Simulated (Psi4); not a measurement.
**CH4BN (SMILES [BH3-][N+]#C) at tau-HCTHh/6-311++G(2d,2p) (DKH3, density fitting)**

What is the electrostatic solvation energy at fixed shape (C-PCM, cyclohexane) of CH4BN at tau-HCTHh/6-311++G(2d,2p) (DKH3, density fitting)? 

The results are computed with Psi4 1.11.

2 further runs of the same task are left out: 2 set aside as unsound or not needed.

## (1) The molecule

CH4BN: 7 atoms, total charge 0, spin state singlet. SMILES: `[BH3-][N+]#C`. The shape is that of a GFN2-xTB optimisation.

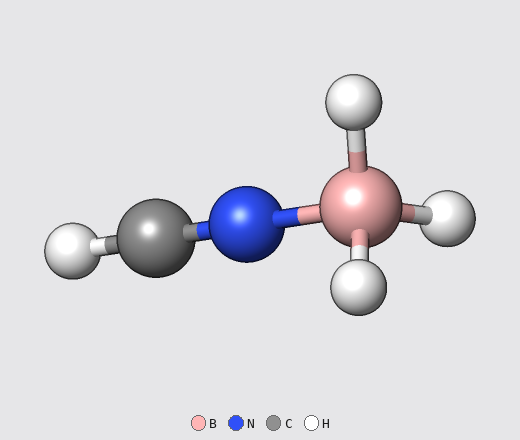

Viewed from a chosen angle; boron pink, nitrogen blue, carbon grey, hydrogen white.

## (2) The charge distribution at tau-HCTHh/6-311++G(2d,2p) (DKH3, density fitting)

The input, calc.inp:

```
memory 1600 mb

molecule system {
  0 1
  B     -0.679270     0.619350    -0.271430
  N      0.343100    -0.317340     0.137940
  C      1.158210    -1.058740     0.463380
  H     -1.600190    -0.041380    -0.638300
  H     -0.196850     1.266380    -1.147890
  H     -0.931780     1.266950     0.696120
  H      1.906790    -1.735220     0.760180
  symmetry c1
}

set globals {
  basis 6-311++G(2d,2p)
  relativistic dkh
  dkh_order 3
}

e, wfn = energy("t-hcthh", return_wfn=True)
oeprop(wfn, "ESP_AT_NUCLEI", "MULLIKEN_CHARGES", "LOWDIN_CHARGES", "MBIS_CHARGES", "NO_OCCUPATIONS")
print_variables()
```

The run is started by

```
$ psi4 -n 1 calc.inp calc.out
```

calc.out:

```text
[...]
  Running in c1 symmetry.
[...]
  Nuclear repulsion =   59.851435501977981
[...]
  Multiplicity = 1
[...]
  Nalpha       = 11
  Nbeta        = 11
[...]
    Number of basis functions: 121
[...]
   @DF-RKS iter   1:  -119.75977769596363   -3.28077e-01   6.95881e-03 DIIS/ADIIS
[...]
   @DF-RKS iter   9:  -120.13161149224112   -1.64441e-08   3.26810e-07 DIIS
[...]
    Orbital Energies [Eh]
    ---------------------
    Doubly Occupied:
       1A    -14.328499     2A    -10.206267     3A     -6.617864
       4A     -0.985986     5A     -0.671318     6A     -0.604188
       7A     -0.440035     8A     -0.440010     9A     -0.390477
      10A     -0.284697    11A     -0.284657
[...]
  @DF-RKS Final Energy:  -120.13161149224112
   => Energetics <=
    Nuclear Repulsion Energy =             59.8514355019779813
    One-Electron Energy =                -278.4854637214558579
    Two-Electron Energy =                 113.8036791979570808
    DFT Exchange-Correlation Energy =     -15.3012624707203333
    Empirical Dispersion Energy =           0.0000000000000000
    VV10 Nonlocal Energy =                  0.0000000000000000
    Total Energy =                       -120.1316114922411202
[...]
 Multipole Moments:
 ------------------------------------------------------------------------------------
     Multipole            Electronic (a.u.)      Nuclear  (a.u.)        Total (a.u.)
 ------------------------------------------------------------------------------------
 L = 1.  Multiply by 2.5417464519 to convert [e a0] to [Debye]
 Dipole X            :          2.2974742           -0.8313729            1.4661013
 Dipole Y            :         -2.1065000            0.7708137           -1.3356863
 Dipole Z            :          0.9195620           -0.3347067            0.5848553
 Magnitude           :                                                    2.0677444
[...]
  Mulliken Charges: (a.u.)
   Center  Symbol    Alpha    Beta     Spin     Total
       1     B     2.54920  2.54920  0.00000 -0.09839
       2     N     3.37214  3.37214  0.00000  0.25572
       3     C     3.09764  3.09764  0.00000 -0.19528
       4     H     0.52208  0.52208  0.00000 -0.04416
       5     H     0.52200  0.52200  0.00000 -0.04401
       6     H     0.52213  0.52213  0.00000 -0.04425
       7     H     0.41481  0.41481  0.00000  0.17038
   Total alpha = 11.00000, Total beta = 11.00000, Total charge =  0.00000
  Lowdin Charges: (a.u.)
[...]
```

Run time: 14 s. Hardware: 1 thread of Intel Xeon 6975P-C (Granite Rapids), shared host; peak memory 0.84 GiB.

Atomic charges (e):

```csv
atom,Löwdin,MBIS,Mulliken
B1,-0.380,+0.111,-0.098
N2,+0.247,-0.062,+0.256
C3,+0.198,+0.068,-0.195
H4,-0.016,-0.121,-0.044
H5,-0.016,-0.121,-0.044
H6,-0.016,-0.121,-0.044
H7,-0.017,+0.246,+0.170
```

## (3) The charge distribution at tau-HCTHh/6-311++G(2d,2p) (DKH3, density fitting, C-PCM cyclohexane)

The input, calc.dat:

```
memory 1.6 GB

molecule m {
  0 1
  B     -0.679270     0.619350    -0.271430
  N      0.343100    -0.317340     0.137940
  C      1.158210    -1.058740     0.463380
  H     -1.600190    -0.041380    -0.638300
  H     -0.196850     1.266380    -1.147890
  H     -0.931780     1.266950     0.696120
  H      1.906790    -1.735220     0.760180
  symmetry c1
}

set globals {
  basis 6-311++G(2d,2p)
  relativistic dkh
  dkh_order 3
  pcm true
}

pcm = {
  Units = Angstrom
  Medium {
    SolverType = CPCM
    Solvent = Cyclohexane
  }
  Cavity {
    Type = GePol
    RadiiSet = UFF
    Scaling = False
    Area = 0.3
    Mode = Implicit
  }
}

energy_value, wavefunction = energy("t-hcthh", return_wfn=True)
oeprop(wavefunction, "ESP_AT_NUCLEI", "MULLIKEN_CHARGES", "LOWDIN_CHARGES", "MBIS_CHARGES", "NO_OCCUPATIONS")
```

The run is started by

```
$ psi4 -n 1 calc.dat calc.out
```

calc.out:

```text
[...]
  Running in c1 symmetry.
[...]
  Nuclear repulsion =   59.851435501977981
[...]
  Multiplicity = 1
[...]
  Nalpha       = 11
  Nbeta        = 11
[...]
    Number of basis functions: 121
[...]
   @DF-RKS iter   1:  -119.79318736239001   -3.60104e-01   6.73504e-03 ADIIS/DIIS
[...]
   @DF-RKS iter   8:  -120.13799807055234   -9.94328e-08   9.69196e-07 DIIS
[...]
    Orbital Energies [Eh]
    ---------------------
    Doubly Occupied:
       1A    -14.322046     2A    -10.203515     3A     -6.623731
       4A     -0.981581     5A     -0.666235     6A     -0.597841
       7A     -0.436559     8A     -0.436532     9A     -0.396894
      10A     -0.289711    11A     -0.289680
[...]
  @DF-RKS Final Energy:  -120.13799807055234
   => Energetics <=
    Nuclear Repulsion Energy =             59.8514355019779813
    One-Electron Energy =                -278.4658212214316109
    Two-Electron Energy =                 113.7869008797897408
    DFT Exchange-Correlation Energy =     -15.3031374740897004
    Empirical Dispersion Energy =           0.0000000000000000
    VV10 Nonlocal Energy =                  0.0000000000000000
    PCM Polarization Energy =              -0.0073757567987682
    Total Energy =                       -120.1379980705523423
[...]
 Multipole Moments:
 ------------------------------------------------------------------------------------
     Multipole            Electronic (a.u.)      Nuclear  (a.u.)        Total (a.u.)
 ------------------------------------------------------------------------------------
 L = 1.  Multiply by 2.5417464519 to convert [e a0] to [Debye]
 Dipole X            :          2.5347101           -0.8313729            1.7033372
 Dipole Y            :         -2.3229418            0.7708137           -1.5521281
 Dipole Z            :          1.0143075           -0.3347067            0.6796008
 Magnitude           :                                                    2.4025646
[...]
  Mulliken Charges: (a.u.)
   Center  Symbol    Alpha    Beta     Spin     Total
       1     B     2.56667  2.56667  0.00000 -0.13334
       2     N     3.37293  3.37293  0.00000  0.25414
       3     C     3.07847  3.07847  0.00000 -0.15694
       4     H     0.52591  0.52591  0.00000 -0.05182
       5     H     0.52582  0.52582  0.00000 -0.05164
       6     H     0.52593  0.52593  0.00000 -0.05187
       7     H     0.40427  0.40427  0.00000  0.19147
   Total alpha = 11.00000, Total beta = 11.00000, Total charge = -0.00000
  Lowdin Charges: (a.u.)
[...]
```

It took 16 s on 1 thread of Intel Xeon 6975P-C (Granite Rapids), shared host; peak memory 0.85 GiB.

Atomic charges (e):

```csv
atom,Löwdin,MBIS,Mulliken
B1,-0.399,+0.130,-0.133
N2,+0.240,-0.087,+0.254
C3,+0.234,+0.116,-0.157
H4,-0.023,-0.141,-0.052
H5,-0.023,-0.140,-0.052
H6,-0.023,-0.140,-0.052
H7,-0.005,+0.262,+0.191
```

## (4) Summary of results

At tau-HCTHh/6-311++G(2d,2p) (DKH3, density fitting):

| quantity | value |
| --- | --- |
| gas phase: total energy | -120.13161 Eh |
| gas phase: dipole moment | 5.26 D |
| gas phase: HOMO energy | -7.75 eV |
| gas phase: LUMO energy | -1.59 eV |
| gas phase: HOMO–LUMO gap | 6.15 eV |
| C-PCM, cyclohexane: total energy | -120.13800 Eh |
| C-PCM, cyclohexane: dipole moment | 6.11 D |
| C-PCM, cyclohexane: HOMO energy | -7.88 eV |
| C-PCM, cyclohexane: LUMO energy | -1.40 eV |
| C-PCM, cyclohexane: HOMO–LUMO gap | 6.48 eV |
| C-PCM, cyclohexane: solvent term in the energy | -19.4 kJ/mol |
| energy change from gas to solvent at fixed shape | -0.174 eV |

**Reading.** The solvent model (C-PCM, cyclohexane) lowers the energy by 0.17 eV (−16.8 kJ/mol) at the same shape. It holds the electrostatic part alone, without cavity or dispersion terms. Mulliken charges (C-PCM, cyclohexane) run from -0.16 on C3 to +0.25 on N2; in a basis this large or diffuse they mean little.
